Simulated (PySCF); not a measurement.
System: C5H8SSi.

```tsv
atom	x (Å)	y (Å)	z (Å)
C	2.5641	0.2001	0.8037
C	1.7628	0.0375	-0.0714
C	0.7404	-0.1062	-1.0775
C	-0.2683	-1.1939	-0.7084
Si	-1.3940	-0.4759	0.6547
C	-1.0421	1.3783	0.3537
S	-0.1673	1.4934	-1.2393
H	3.2921	0.3257	1.5482
H	1.1997	-0.2761	-2.0557
H	-0.8541	-1.4435	-1.5944
H	0.2630	-2.0959	-0.4045
H	-2.7993	-0.7899	0.3974
H	-0.9578	-0.8558	1.9983
H	-0.4072	1.8231	1.1186
H	-1.9365	1.9872	0.2547
```

Geometry: GFN2-xTB.

The calculation used PySCF 2.14.0, B3LYP/def2-SVPD, SCF density, gas phase.

> Predict the electron density and electron localisation function between the atoms.

C–C (1.20 Å): the density is about 2.7 e/Å³ at the midpoint; the ELF peaks at about 0.85 between the atoms (a multiple bond).
C–H (1.05 Å): ρ is about 2.1 e/Å³ halfway; the ELF climbs to about 1 towards the hydrogen, as it does in any bond to H; an ordinary covalent bond to hydrogen.

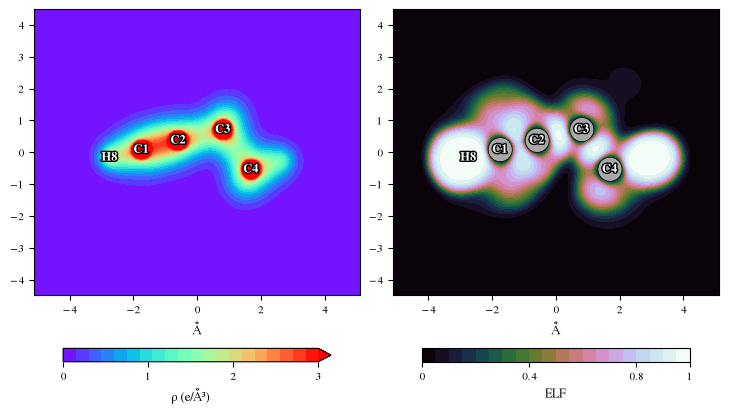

Computed electron density and electron localisation function on the plane of atoms C2, C3 and C4, in this order. Grey discs cover the atomic cores in the ELF map. 
